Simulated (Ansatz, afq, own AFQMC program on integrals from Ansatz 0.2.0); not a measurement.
# SiH4 (triplet): AFQMC on the coupled-cluster ladder at distance Si1–H2 = 1.245 Å, 6-31G

Aim: compute SiH4 (triplet) with auxiliary-field quantum Monte Carlo on the same integrals as coupled cluster, and set the energies side by side.

Method: 6-31G, frozen cores; program: Ansatz 0.2.0, Gaussian basis, and an in-house AFQMC program (afq) on its integrals; all values are calculated.

To be run: Full CI; PBE (unrestricted); r2SCAN (unrestricted); PBE0 (unrestricted); B3LYP (unrestricted); wB97M-V (unrestricted); B2PLYP (unrestricted); CCSD(T) on UHF; Full CI; Full CI (quintet); CCSDT(Q) on UHF; CCSDTQ on UHF; Phaseless AFQMC, CISD trial on UHF; Phaseless AFQMC, single-determinant trial on UHF; Free-projection AFQMC, CISD trial on UHF; Free-projection AFQMC, CISD trial on UHF.

6 further runs of the same task are left out: 6 that didn't finish.

**1. What is computed**

The geometry derives from a PBE0/def2-TZVP stationary point (not a proven minimum). One bond is set to the value named and the two fragments are kept rigid.

5 atoms, charge 0, spin multiplicity 3.

Atoms are counted from 1 here; the program's logs count them from 0.

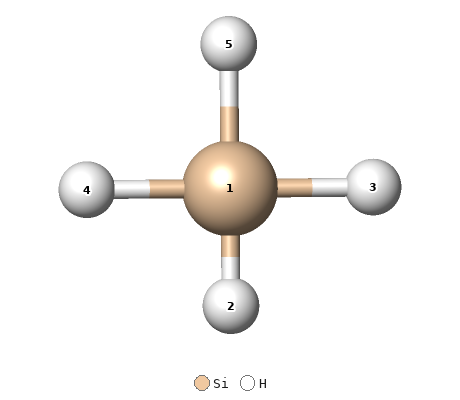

The geometry (silicon light orange, hydrogen white); atoms are numbered from 1 in the order of the file.

**2. Full CI**

The input, in.yaml:

```yaml
crystal:
  periodic: [false, false, false]
  atoms:
    - {symbol: Si, position_ang: [-0.000067, 0.006331, 0.006287]}
    - {symbol: H, position_ang: [-0.009450, 0.889714, 0.883539]}
    - {symbol: H, position_ang: [-0.016564, -1.071301, 1.091274]}
    - {symbol: H, position_ang: [0.016430, 1.083963, -1.078700]}
    - {symbol: H, position_ang: [0.011458, -1.078776, -1.071289]}
basis:
  gaussian: {orbitals: 6-31G}
magnetization: {spin_polarized: false, initial_magnetization: 2}
correlation: {method: fci, electrons: outside_noble_gas}
```

Run with:

```console
$ ansatz run in.yaml --threads 1 --pin off --events-out ev --progress --plain --max-ram 24576MiB --backend cuda --devices 0, --max-vram 18GiB
```

Standard output:

```text
Functional definition: HF
  name "HF"
  cite "Fock, Z. Phys. 61, 126 (1930) doi:10.1007/BF01340294"
  parent pbe
  exchange = exact_x
  correlation = 0
459 factors; integrals over basis functions are off by at most 2.8e-8 eV
mean field evaluation 1: about -7916.9760 eV, gradient 7.6e0 eV
mean field evaluation 2: about -7916.9793 eV, gradient 7.7e0 eV
mean field evaluation 4: about -7917.2852 eV, gradient 2.6e-1 eV
mean field evaluation 8: about -7917.2859 eV, gradient 9.5e-7 eV
mean field -7917.28594414 eV, -290.9548919180 hartree, gradient 1.2e-6 eV, S^2 2.000000; 0 other end points of the search recorded, 0 dependent functions left out
mean field evaluation 16: about -7917.4701 eV, gradient 7.1e-1 eV
5 core orbitals not correlated: weight in the atoms' cores, before any rotation towards them, 1.000 or more for the frozen orbitals, at most 0.000 for the correlated occupied ones
reference -7917.28594414 eV, -290.9548919180 hartree; 5, 3 occupied and 11, 13 virtual orbitals, 459 factors
state -7919.78911431 eV, -291.0468817251 hartree
Total energy: -7919.78911431 eV, -291.0468817251 hartree
```

It took 25 s on 1 × NVIDIA H100 80GB HBM3 with 1 thread of AMD EPYC 7R13 (Zen 3), shared host; peak host memory 0.75 GiB.

From the report: 795,200 determinants, symmetry B1.

**3. PBE (unrestricted)**

Changes to in.yaml since step 2:

```diff
@@ -10,3 +10,4 @@
   gaussian: {orbitals: 6-31G}
-magnetization: {spin_polarized: false, initial_magnetization: 2}
-correlation: {method: fci, electrons: outside_noble_gas}
+magnetization: {spin_polarized: true, initial_magnetization: 2}
+hamiltonian: {xc: {name: PBE}}
+output: {orbitals: {seedname: orbitals}}
```

Run with:

```console
$ ansatz run in.yaml --threads 1 --pin off --events-out ev --progress --plain --max-ram 8192MiB --backend cpu
```

Standard output:

```text
Functional definition: PBE
  name "PBE"
  cite "Perdew, Burke & Ernzerhof, Phys. Rev. Lett. 77, 3865 (1996) doi:10.1103/PhysRevLett.77.3865"
  parent pbe
  parameter kappa = 0.804
  parameter beta = 0.06672455060314922
  exchange = pbe_x(kappa = kappa, mu = beta*pi^2/3)
  correlation = pbe_c(beta = beta)
268 factors; integrals over basis functions are off by at most 2.0e-4 eV
mean field evaluation 1: about -7930.8632 eV, gradient 6.5e0 eV
mean field evaluation 2: about -7931.0657 eV, gradient 4.7e0 eV
mean field evaluation 4: about -7931.2713 eV, gradient 2.1e-1 eV
mean field evaluation 8: about -7931.2666 eV, gradient 3.7e-3 eV
mean field -7931.26658252 eV, -291.4686709022 hartree, gradient 2.5e-5 eV, S^2 2.001928; 0 other end points of the search recorded, 0 dependent functions left out
reference -7931.26661750 eV, -291.4686721876 hartree; 10, 8 occupied and 11, 13 virtual orbitals, 268 factors
Total energy: -7931.26661750 eV, -291.4686721876 hartree
```

It took 0.52 s on 1 thread of AMD EPYC 7R13 (Zen 3), shared host; peak memory 0.73 GiB.

From the report: ⟨S²⟩ of the determinant 2.002 (pure triplet: 2.00).

**4. r2SCAN (unrestricted)**

Changes to in.yaml since step 3:

```diff
@@ -11,3 +11,2 @@
 magnetization: {spin_polarized: true, initial_magnetization: 2}
-hamiltonian: {xc: {name: PBE}}
-output: {orbitals: {seedname: orbitals}}
+hamiltonian: {xc: {name: r2SCAN}}
```

Same command.

Standard output:

```text
Functional definition: r2SCAN
  name "r2SCAN"
  cite "Furness, Kaplan, Ning, Perdew & Sun, J. Phys. Chem. Lett. 11, 8208 (2020) doi:10.1021/acs.jpclett.0c02405"
  cite "Furness, Kaplan, Ning, Perdew & Sun, J. Phys. Chem. Lett. 11, 9248 (2020) doi:10.1021/acs.jpclett.0c03077"
  parent r2scan
  parameter k0 = 0.174
  parameter k1 = 0.065
  parameter a1 = 4.9479
  exchange = r2scan_x(k0 = k0, k1 = k1, a1 = a1)
  correlation = r2scan_c
268 factors; integrals over basis functions are off by at most 2.0e-4 eV
mean field evaluation 1: about -7934.5505 eV, gradient 5.2e0 eV
mean field evaluation 2: about -7934.7322 eV, gradient 3.2e0 eV
mean field evaluation 4: about -7934.8282 eV, gradient 1.7e-1 eV
mean field evaluation 8: about -7934.8252 eV, gradient 4.7e-3 eV
mean field -7934.82521448 eV, -291.5994482144 hartree, gradient 8.1e-5 eV, S^2 2.005675; 0 other end points of the search recorded, 0 dependent functions left out
reference -7934.82522581 eV, -291.5994486308 hartree; 10, 8 occupied and 11, 13 virtual orbitals, 268 factors
Total energy: -7934.82522581 eV, -291.5994486308 hartree
```

It took 0.97 s on 1 thread of AMD EPYC 7R13 (Zen 3), shared host; peak memory 0.73 GiB.

From the report: ⟨S²⟩ of the determinant 2.006 (pure triplet: 2.00).

**5. PBE0 (unrestricted)**

Changes to in.yaml since step 4:

```diff
@@ -11,2 +11,3 @@
 magnetization: {spin_polarized: true, initial_magnetization: 2}
-hamiltonian: {xc: {name: r2SCAN}}
+hamiltonian: {xc: {name: PBE0}}
+output: {orbitals: {seedname: orbitals}}
```

Same command.

Standard output:

```text
Functional definition: PBE0
  name "PBE0"
  cite "Adamo & Barone, J. Chem. Phys. 110, 6158 (1999) doi:10.1063/1.478522"
  cite "Perdew, Burke & Ernzerhof, Phys. Rev. Lett. 77, 3865 (1996) doi:10.1103/PhysRevLett.77.3865"
  parent pbe
  parameter a = 0.25
  parameter kappa = 0.804
  parameter beta = 0.06672455060314922
  exchange = (1 - a)*pbe_x(kappa = kappa, mu = beta*pi^2/3) + a*exact_x
  correlation = pbe_c(beta = beta)
268 factors; integrals over basis functions are off by at most 2.0e-4 eV
mean field evaluation 1: about -7931.7152 eV, gradient 4.0e0 eV
mean field evaluation 2: about -7931.8350 eV, gradient 1.9e0 eV
mean field evaluation 4: about -7931.8659 eV, gradient 3.2e-1 eV
mean field evaluation 8: about -7931.9508 eV, gradient 7.7e-3 eV
mean field evaluation 16: about -7931.9508 eV, gradient 5.9e-5 eV
mean field -7931.95080867 eV, -291.4938157492 hartree, gradient 5.9e-5 eV, S^2 2.005106; 0 other end points of the search recorded, 0 dependent functions left out
reference -7931.95083477 eV, -291.4938167083 hartree; 10, 8 occupied and 11, 13 virtual orbitals, 268 factors
Total energy: -7931.95083477 eV, -291.4938167083 hartree
```

Wall time 0.61 s (1 thread of AMD EPYC 7R13 (Zen 3), shared host); peak memory 0.73 GiB.

From the report: ⟨S²⟩ of the determinant 2.005 (pure triplet: 2.00).

**6. B3LYP (unrestricted)**

Changes to in.yaml since step 5:

```diff
@@ -11,3 +11,2 @@
 magnetization: {spin_polarized: true, initial_magnetization: 2}
-hamiltonian: {xc: {name: PBE0}}
-output: {orbitals: {seedname: orbitals}}
+hamiltonian: {xc: {name: B3LYP}}
```

Launched as before.

Standard output, shortened:

```text
Functional definition: B3LYP
  name "B3LYP"
  cite "Stephens, Devlin, Chabalowski & Frisch, J. Phys. Chem. 98, 11623 (1994) doi:10.1021/j100096a001"
  cite "Becke, Phys. Rev. A 38, 3098 (1988) doi:10.1103/PhysRevA.38.3098"
  cite "Lee, Yang & Parr, Phys. Rev. B 37, 785 (1988) doi:10.1103/PhysRevB.37.785"
  cite "Vosko, Wilk & Nusair, Can. J. Phys. 58, 1200 (1980) doi:10.1139/p80-159"
[...]
268 factors; integrals over basis functions are off by at most 2.0e-4 eV
[...]
mean field -7936.15848432 eV, -291.6484449772 hartree, gradient 1.4e-5 eV, S^2 2.005096; 0 other end points of the search recorded, 0 dependent functions left out
reference -7936.15869188 eV, -291.6484526050 hartree; 10, 8 occupied and 11, 13 virtual orbitals, 268 factors
Total energy: -7936.15869188 eV, -291.6484526050 hartree
```

Wall time 0.57 s (1 thread of AMD EPYC 7R13 (Zen 3), shared host); peak memory 0.73 GiB.

From the report: ⟨S²⟩ of the determinant 2.005 (pure triplet: 2.00).

**7. wB97M-V (unrestricted)**

Changes to in.yaml since step 6:

```diff
@@ -11,2 +11,3 @@
 magnetization: {spin_polarized: true, initial_magnetization: 2}
-hamiltonian: {xc: {name: B3LYP}}
+hamiltonian: {xc: {name: wB97M-V}}
+output: {orbitals: {seedname: orbitals}}
```

Same command.

Standard output, shortened:

```text
Functional definition: wB97M-V
  name "wB97M-V"
  cite "Mardirossian & Head-Gordon, J. Chem. Phys. 144, 214110 (2016) doi:10.1063/1.4952647"
  cite "Becke, J. Chem. Phys. 107, 8554 (1997) doi:10.1063/1.475007"
  cite "Vydrov & Van Voorhis, J. Chem. Phys. 133, 244103 (2010) doi:10.1063/1.3521275"
  # Of w^i u^j: cxij and so on, Table III.
[...]
  gx(w, u) = 1 - cx + cx01*u + cx10*w
  gss(w, u) = css00 + css04*u^4 + css10*w + css20*w^2 + css43*w^4*u^3
  gos(w, u) = cos00 + cos10*w + (cos20 + cos21*u)*w^2 + (cos60 + cos61*u)*w^6
[...]
      + integral(e_c_pw_mod_opposite_spin*gos(b97_w_opposite, b97_u_opposite)) + vv10(b, c)
268 factors; integrals over basis functions are off by at most 2.0e-4 eV
116 factors; integrals over basis functions are off by at most 3.4e-6 eV
[...]
mean field -7934.08976051 eV, -291.5724207796 hartree, gradient 4.2e-5 eV, S^2 2.005910; 0 other end points of the search recorded, 0 dependent functions left out
reference -7934.08979546 eV, -291.5724220640 hartree; 10, 8 occupied and 11, 13 virtual orbitals, 268 factors
Total energy: -7934.08979546 eV, -291.5724220640 hartree
```

Run time: 2.3 s. Hardware: 1 thread of AMD EPYC 7R13 (Zen 3), shared host; peak memory 0.73 GiB.

From the report: ⟨S²⟩ of the determinant 2.006 (pure triplet: 2.00).

**8. B2PLYP (unrestricted)**

Changes to in.yaml since step 7:

```diff
@@ -11,3 +11,3 @@
 magnetization: {spin_polarized: true, initial_magnetization: 2}
-hamiltonian: {xc: {name: wB97M-V}}
-output: {orbitals: {seedname: orbitals}}
+hamiltonian: {xc: {name: B2PLYP}}
+correlation: {electrons: outside_noble_gas}
```

Same command.

Standard output, shortened:

```text
Functional definition: B2PLYP
  name "B2PLYP"
  cite "Grimme, J. Chem. Phys. 124, 034108 (2006) doi:10.1063/1.2148954"
  cite "Becke, Phys. Rev. A 38, 3098 (1988) doi:10.1103/PhysRevA.38.3098"
  cite "Lee, Yang & Parr, Phys. Rev. B 37, 785 (1988) doi:10.1103/PhysRevB.37.785"
[...]
268 factors; integrals over basis functions are off by at most 2.0e-4 eV
[...]
mean field -7930.28426550 eV, -291.4325714175 hartree, gradient 5.7e-6 eV, S^2 2.012431; 0 other end points of the search recorded, 0 dependent functions left out
5 core orbitals not correlated: weight in the atoms' cores, before any rotation towards them, 1.000 or more for the frozen orbitals, at most 0.000 for the correlated occupied ones
reference -7930.28439693 eV, -291.4325762473 hartree; 5, 3 occupied and 11, 13 virtual orbitals, 268 factors
second order -1.96230975 eV of doubles, -0.00000000 eV of singles
Total energy: -7930.81422056 eV, -291.4520469066 hartree
```

It took 0.55 s on 1 thread of AMD EPYC 7R13 (Zen 3), shared host; peak memory 0.73 GiB.

From the report: ⟨S²⟩ of the determinant 2.012 (pure triplet: 2.00).

**9. CCSD(T) on UHF**

Changes to in.yaml since step 8:

```diff
@@ -11,3 +11,2 @@
 magnetization: {spin_polarized: true, initial_magnetization: 2}
-hamiltonian: {xc: {name: B2PLYP}}
-correlation: {electrons: outside_noble_gas}
+correlation: {method: ccsd_t, electrons: outside_noble_gas, hamiltonian_folder: ham}
```

Run with:

```console
$ ansatz run in.yaml --threads 1 --pin off --events-out ev --progress --plain --max-ram 24576MiB --backend cuda --devices 0, --max-vram 18GiB
```

Standard output, shortened:

```text
Functional definition: HF
  name "HF"
  cite "Fock, Z. Phys. 61, 126 (1930) doi:10.1007/BF01340294"
  parent pbe
[...]
268 factors; integrals over basis functions are off by at most 2.0e-4 eV
[...]
mean field -7917.48203557 eV, -290.9620981452 hartree, gradient 1.3e-6 eV, S^2 2.027239; 0 other end points of the search recorded, 0 dependent functions left out
5 core orbitals not correlated: weight in the atoms' cores, before any rotation towards them, 1.000 or more for the frozen orbitals, at most 0.000 for the correlated occupied ones
reference -7917.48203557 eV, -290.9620981452 hartree; 5, 3 occupied and 11, 13 virtual orbitals, 268 factors
second order -1.52440902 eV of doubles, -0.00000000 eV of singles
cycle   1  -1.96974727 eV  change   -4.5e-1 eV  update   6.2e-2
[...]
cycle   9  -2.26339309 eV  change   -6.9e-6 eV  update   4.1e-6
perturbative correction -0.03073437 eV, -0.0011294672 hartree
Total energy: -7919.77616303 eV, -291.0464057741 hartree
```

It took 18 s on 1 × NVIDIA H100 80GB HBM3 with 1 thread of AMD EPYC 7R13 (Zen 3), shared host; peak host memory 0.77 GiB.

From the report: ⟨S²⟩ of the determinant 2.027 (pure triplet: 2.00); correlation -2.2941 eV; T1 0.013; largest double amplitude 0.08.

This run also writes the integrals to the folder ham.

**10. Full CI**

The input, in.yaml:

```yaml
hamiltonian:
  integrals:
    folder: ../ham
correlation: {method: fci}
```

The command is unchanged.

Standard output:

```text
Functional definition: HF
  name "HF"
  cite "Fock, Z. Phys. 61, 126 (1930) doi:10.1007/BF01340294"
  parent pbe
  exchange = exact_x
  correlation = 0
reference -7917.48203557 eV, -290.9620981452 hartree; 5, 3 occupied and 11, 13 virtual orbitals, 268 factors
state -7919.78904837 eV, -291.0468793017 hartree
Total energy: -7919.78904837 eV, -291.0468793017 hartree
```

It took 21 s on 1 × NVIDIA H100 80GB HBM3 with 1 thread of AMD EPYC 7R13 (Zen 3), shared host; peak host memory 0.73 GiB.

From the report: 593,144 determinants.

**11. Full CI (quintet)**

The input, in.yaml:

```yaml
crystal:
  periodic: [false, false, false]
  atoms:
    - {symbol: Si, position_ang: [-0.000067, 0.006331, 0.006287]}
    - {symbol: H, position_ang: [-0.009450, 0.889714, 0.883539]}
    - {symbol: H, position_ang: [-0.016564, -1.071301, 1.091274]}
    - {symbol: H, position_ang: [0.016430, 1.083963, -1.078700]}
    - {symbol: H, position_ang: [0.011458, -1.078776, -1.071289]}
basis:
  gaussian: {orbitals: 6-31G}
magnetization: {spin_polarized: false, initial_magnetization: 4}
correlation: {method: fci, electrons: outside_noble_gas}
```

Same command.

Standard output, shortened:

```text
Functional definition: HF
  name "HF"
  cite "Fock, Z. Phys. 61, 126 (1930) doi:10.1007/BF01340294"
  parent pbe
[...]
459 factors; integrals over basis functions are off by at most 2.8e-8 eV
[...]
a density is far from that of the atoms, so the factors are made again for it
465 factors; integrals over basis functions are off by at most 4.1e-8 eV
[...]
mean field -7909.67295288 eV, -290.6751196495 hartree, gradient 1.3e-6 eV, S^2 6.000000; 4 other end points of the search recorded, 0 dependent functions left out
[...]
determinant -7909.67295288 eV, -290.6751196495 hartree, with singles and doubles -7911.28122397 eV, -290.7342225219 hartree
determinant -7908.92811341 eV, -290.6477473039 hartree, with singles and doubles -7910.82692951 eV, -290.7175275085 hartree
determinant -7909.67295288 eV, -290.6751196495 hartree, with singles and doubles -7911.28149900 eV, -290.7342326290 hartree
determinant -7908.92811341 eV, -290.6477473039 hartree, with singles and doubles -7910.82705251 eV, -290.7175320286 hartree
5 core orbitals not correlated: weight in the atoms' cores, before any rotation towards them, 1.000 or more for the frozen orbitals, at most 0.000 for the correlated occupied ones
reference -7909.67295288 eV, -290.6751196495 hartree; 6, 2 occupied and 10, 14 virtual orbitals, 465 factors
state -7911.32236762 eV, -290.7357345230 hartree
Total energy: -7911.32236762 eV, -290.7357345230 hartree
```

Run time: 28 s. Hardware: 1 × NVIDIA H100 80GB HBM3 with 1 thread of AMD EPYC 7R13 (Zen 3), shared host; peak host memory 0.79 GiB.

From the report: 240,768 determinants, symmetry A2.

**12. CCSDT(Q) on UHF**

Changes to in.yaml since step 11:

```diff
@@ -10,3 +10,3 @@
   gaussian: {orbitals: 6-31G}
-magnetization: {spin_polarized: false, initial_magnetization: 4}
-correlation: {method: fci, electrons: outside_noble_gas}
+magnetization: {spin_polarized: true, initial_magnetization: 2}
+correlation: {method: ccsdt_q, electrons: outside_noble_gas}
```

Same command.

Standard output:

```text
Functional definition: HF
  name "HF"
  cite "Fock, Z. Phys. 61, 126 (1930) doi:10.1007/BF01340294"
  parent pbe
  exchange = exact_x
  correlation = 0
459 factors; integrals over basis functions are off by at most 2.8e-8 eV
mean field evaluation 1: about -7917.0366 eV, gradient 6.3e0 eV
mean field evaluation 2: about -7917.0408 eV, gradient 6.3e0 eV
mean field evaluation 4: about -7917.4701 eV, gradient 7.1e-1 eV
mean field evaluation 8: about -7917.4822 eV, gradient 4.6e-3 eV
mean field evaluation 16: about -7917.4752 eV, gradient 2.8e-1 eV
mean field -7917.48219475 eV, -290.9621039949 hartree, gradient 1.2e-6 eV, S^2 2.027240; 0 other end points of the search recorded, 0 dependent functions left out
5 core orbitals not correlated: weight in the atoms' cores, before any rotation towards them, 1.000 or more for the frozen orbitals, at most 0.000 for the correlated occupied ones
reference -7917.48219475 eV, -290.9621039949 hartree; 5, 3 occupied and 11, 13 virtual orbitals, 459 factors
second order -1.52442298 eV of doubles, -0.00000000 eV of singles
cycle   1  -1.96975294 eV  change   -4.5e-1 eV  update   6.3e-2
cycle   2  -2.27931160 eV  change   -3.1e-1 eV  update   3.2e-2
cycle   3  -2.30411971 eV  change   -2.5e-2 eV  update   8.5e-3
cycle   4  -2.30839274 eV  change   -4.3e-3 eV  update   2.2e-3
cycle   5  -2.30723639 eV  change    1.2e-3 eV  update   6.5e-4
cycle   6  -2.30735635 eV  change   -1.2e-4 eV  update   2.4e-4
cycle   7  -2.30754745 eV  change   -1.9e-4 eV  update   7.2e-5
cycle   8  -2.30747639 eV  change    7.1e-5 eV  update   3.0e-5
cycle   9  -2.30748360 eV  change   -7.2e-6 eV  update   1.3e-5
cycle  10  -2.30748774 eV  change   -4.1e-6 eV  update   4.9e-6
cycle  11  -2.30748834 eV  change   -6.0e-7 eV  update   1.9e-6
cycle  12  -2.30748713 eV  change    1.2e-6 eV  update   7.6e-7
cycle  13  -2.30748715 eV  change   -2.2e-8 eV  update   2.6e-7
perturbative correction 0.00009431 eV, 0.0000034658 hartree
Total energy: -7919.78958760 eV, -291.0468991180 hartree
```

Wall time 10 s (1 × NVIDIA H100 80GB HBM3 with 1 thread of AMD EPYC 7R13 (Zen 3), shared host); peak host memory 0.78 GiB.

From the report: ⟨S²⟩ of the determinant 2.027 (pure triplet: 2.00); correlation -2.3074 eV; T1 0.013; largest double amplitude 0.08.

**13. CCSDTQ on UHF**

Changes to in.yaml since step 12:

```diff
@@ -11,2 +11,2 @@
 magnetization: {spin_polarized: true, initial_magnetization: 2}
-correlation: {method: ccsdt_q, electrons: outside_noble_gas}
+correlation: {method: ccsdtq, electrons: outside_noble_gas}
```

Same command.

Standard output, shortened:

```text
Functional definition: HF
  name "HF"
  cite "Fock, Z. Phys. 61, 126 (1930) doi:10.1007/BF01340294"
  parent pbe
[...]
459 factors; integrals over basis functions are off by at most 2.8e-8 eV
[...]
mean field -7917.48219475 eV, -290.9621039949 hartree, gradient 1.2e-6 eV, S^2 2.027240; 0 other end points of the search recorded, 0 dependent functions left out
5 core orbitals not correlated: weight in the atoms' cores, before any rotation towards them, 1.000 or more for the frozen orbitals, at most 0.000 for the correlated occupied ones
reference -7917.48219475 eV, -290.9621039949 hartree; 5, 3 occupied and 11, 13 virtual orbitals, 459 factors
second order -1.52442298 eV of doubles, -0.00000000 eV of singles
cycle   1  -1.96975368 eV  change   -4.5e-1 eV  update   6.3e-2
[...]
cycle  13  -2.30702996 eV  change    2.7e-7 eV  update   3.2e-7
Total energy: -7919.78922472 eV, -291.0468857824 hartree
```

It took 9.5 s on 1 × NVIDIA H100 80GB HBM3 with 1 thread of AMD EPYC 7R13 (Zen 3), shared host; peak host memory 0.8 GiB.

From the report: ⟨S²⟩ of the determinant 2.027 (pure triplet: 2.00); correlation -2.3070 eV; T1 0.013; largest double amplitude 0.08.

[end of part 1 of 2]
